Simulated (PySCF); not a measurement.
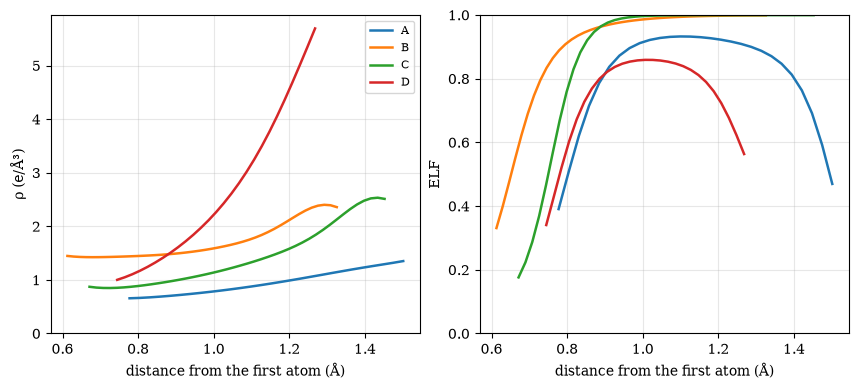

Figure. H8O2SSi3 (SMILES [SiH3]O[SiH2]O[SiH2]S). Total electron density and electron localisation function along straight lines between neighbouring atoms. The curves leave out the atomic cores.

Geometry: GFN2-xTB.

The calculation used PBE0/pcSseg-1, SCF density, gas phase, non-relativistic (PySCF 2.14.0).

```xyz
14

Si   -2.1734    0.8756   -0.2899
O    -1.5258   -0.1422    0.8004
Si   -0.2986   -0.9586    1.4480
O     1.1124   -0.4451    0.8233
Si    1.9164    0.4415   -0.2565
S     2.0121   -0.6213   -2.1163
H    -1.6939    0.5139   -1.6225
H    -1.7551    2.2310    0.0742
H    -3.6082    0.6650   -0.1239
H    -0.2418   -0.6192    2.8588
H    -0.4365   -2.3557    1.0668
H     3.2461    0.5526    0.3221
H     1.2370    1.6842   -0.5750
H     2.2086   -1.8222   -1.5915
```

**Which curve belongs to which contact (Si–H, Si–O, Si–S and S–H)? The first atom named is at distance zero.**

Curve A: Si–S (2.14 Å): ρ at the midpoint is about 0.85 e/Å³; the ELF peaks at about 0.95 between the atoms: a covalent bond. Curve B: S–H (1.33 Å): ρ at the midpoint is about 1.4 e/Å³; the ELF climbs to about 1 towards the hydrogen, as it does in any bond to H. Curve C: Si–H (1.45 Å): ρ is about 0.85 e/Å³ halfway; the ELF climbs to about 1 towards the hydrogen. Curve D: Si–O (1.61 Å): ρ is about 1.2 e/Å³ halfway; the ELF peaks at about 0.85 between the atoms; a polar covalent bond.
